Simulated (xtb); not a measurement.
# Geometry relaxation of CH₃NOZn (part 3 of 3)

Continued. System: CH₃NOZn, SMILES OC=[N][ZnH]. Method: GFN2-xTB (xtb 6.7.1).  The settings are looser than a standard set-up, so the numbers are not reference values.

Geometry of the input (Å):
```
O  0.7239  -0.5272  1.7655
C  0.7867  0.0028  0.5101
N  -0.1223  0.1242  -0.1698
Zn -0.9267  0.4204  -1.7968
H  -0.1226  -0.6436  2.0371
H  1.8419  0.2291  0.1576
H  -2.2029  0.5119  -2.5793
```

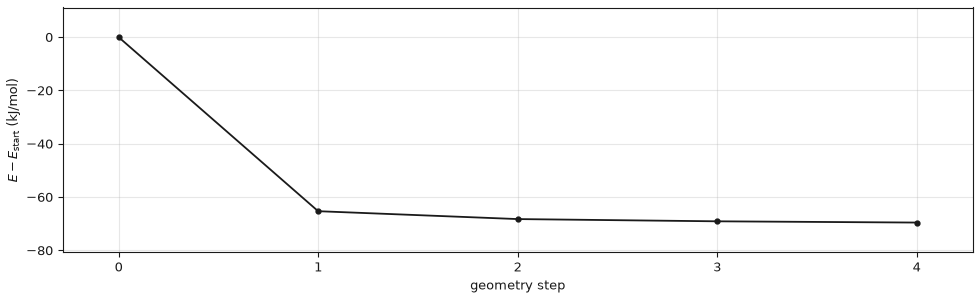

**Figure 1.** Progress of the relaxation, step by step (steps are counted from 0).

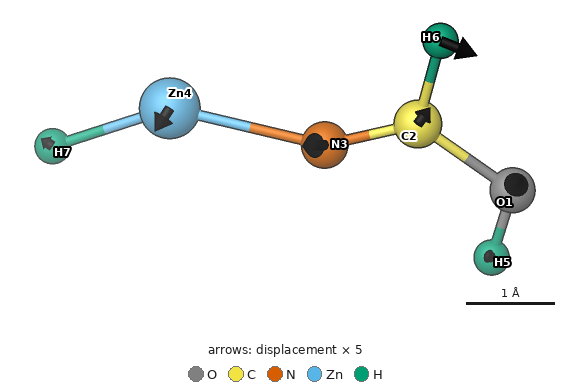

**Figure 2.** The starting structure with the displacements as black arrows, magnified 5 times (ball-and-stick view, seen at a tilt). The two geometries are laid on each other by the best rigid fit. Over 4 geometry steps the energy falls by 69.6 kJ/mol. The atom that moves furthest after the best rigid fit is H6 (0.093 Å). Largest moves by element: H 0.093 Å, O 0.091 Å, N 0.086 Å, Zn 0.065 Å, C 0.050 Å. Among the contacts that change: C2–N3 1.142 → 1.243 Å, O1–H5 0.897 → 0.971 Å, C2–H6 1.135 → 1.097 Å, N3–Zn4 1.839 → 1.802 Å. Among the angles that change: N3–C2–H6 122.3° → 127.7°, O1–C2–H6 114.0° → 108.7°, C2–O1–H5 111.9° → 109.3°. (Atoms are counted from 1 in the order of the input.)

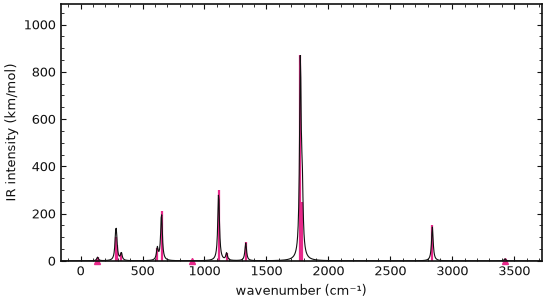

**Figure 3.** Harmonic infrared spectrum, unscaled: sticks (degenerate modes added up, dark ones marked on the axis) with a Lorentzian envelope of 16 cm⁻¹ full width, scaled to the tallest stick. 15 modes from 134 to 3425 cm⁻¹, none imaginary. The strongest line is at 1774 cm⁻¹ (869 km/mol). All modes, in cm⁻¹ (km/mol): 134 (2.0), 138 (14.5), 284 (100), 290 (67), 329 (33), 619 (53), 653 (209), 903 (1.2), 1114 (302), 1179 (33), 1333 (78), 1774 (869), 1789 (250), 2839 (151), 3425 (9.1).
